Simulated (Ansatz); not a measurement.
# C₃H₂F₆: what the fields show

Input

```
crystal:
  periodic: [false, false, false]
  atoms:
    - {symbol: F, position_ang: [-0.024296, -2.005652, -0.270893]}
    - {symbol: C, position_ang: [0.744602, -0.942558, -0.508752]}
    - {symbol: F, position_ang: [1.744044, -0.956680, 0.373672]}
    - {symbol: F, position_ang: [1.280515, -1.097857, -1.726550]}
    - {symbol: C, position_ang: [-0.036307, 0.352373, -0.475567]}
    - {symbol: C, position_ang: [-0.703774, 0.687212, 0.839736]}
    - {symbol: F, position_ang: [-1.357495, 1.849585, 0.714069]}
    - {symbol: F, position_ang: [-1.593481, -0.235192, 1.207808]}
    - {symbol: F, position_ang: [0.173892, 0.826666, 1.833818]}
    - {symbol: H, position_ang: [-0.809102, 0.299902, -1.242788]}
    - {symbol: H, position_ang: [0.646602, 1.165101, -0.723954]}
basis:
  gaussian: {orbitals: def2-TZVPP}
hamiltonian: {xc: pbe0, dispersion: d4}
output: {orbitals: {seedname: orbitals}}
```

Run with:

```sh
ansatz run in.yaml --threads 2 --pin off --events-out ev --progress --plain --max-ram 32768MiB --backend cuda --devices 0, --max-vram 18GiB
```

Geometry: PBE0-D4/def2-TZVP.

These are results of RKS PBE0-D4/def2-TZVPP in Ansatz 0.2.0, not measurements.

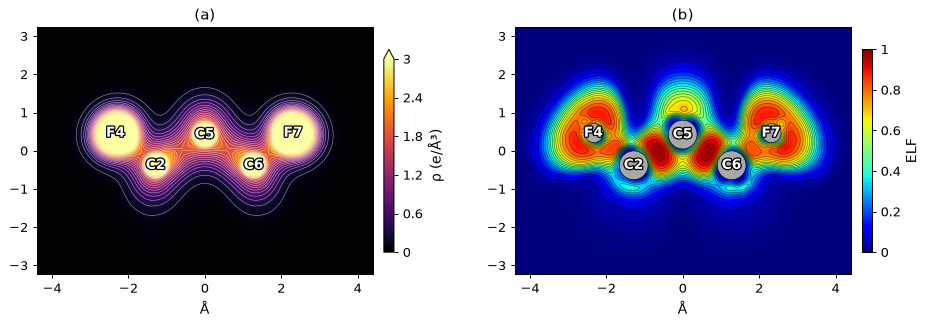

Figure 1. (a) total electron density; (b) ELF on the plane of atoms C2, C5 and C6. Grey discs cover the atomic cores in the ELF map.

**What does the map show?**

- Atoms in the plane: C and F.
- C–F (1.34 Å): ρ at the midpoint is about 2.4 e/Å³; the ELF peaks at about 0.85 between the atoms (a shared but strongly polarised pair).
- C–C (1.51 Å): ρ is about 1.8 e/Å³ halfway; the ELF peaks at about 1 between the atoms; a shared electron pair.
- The ELF also peaks beside F7 and F4, away from the bonds: lone-pair regions.

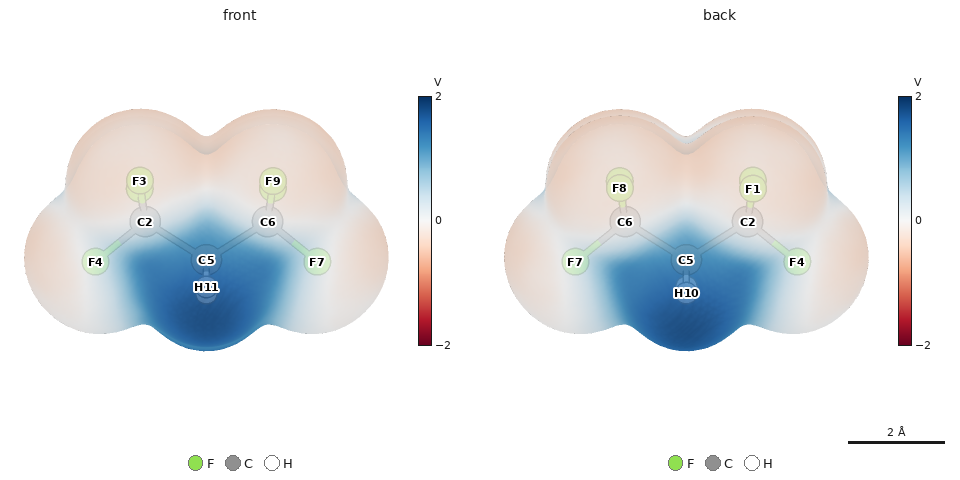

Figure 2. The electrostatic potential painted on the density surface at 0.002 e/bohr³, seen from the front and from behind; red is negative and blue positive.

**Which sites attract a positive test charge, and which a negative one?**

A positive charge is drawn to the negative regions and a negative charge to the positive ones. The most negative region (about −0.4 V) lies over F1, F3, F8 and F9, the most positive (about +1.8 V) over H10 and H11.

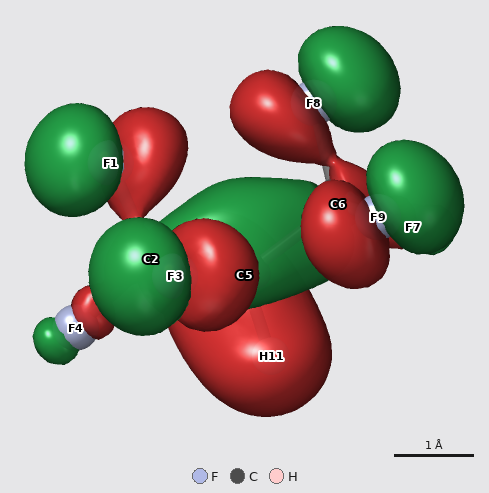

Figure 3. The HOMO−1 at ±0.08 Å⁻³ᐟ² (green and red are the two phases), seen at an oblique angle.

**Where does this orbital lie, and at what energy?**

Its weight (Hirshfeld) is mainly on C5 (about 25 %), F1 (about 10 %), F8 (about 10 %), F3 (about 10 %), F9 (about 10 %), C6 (about 5 %) and C2 (about 5 %). Its energy is −11.71 eV.
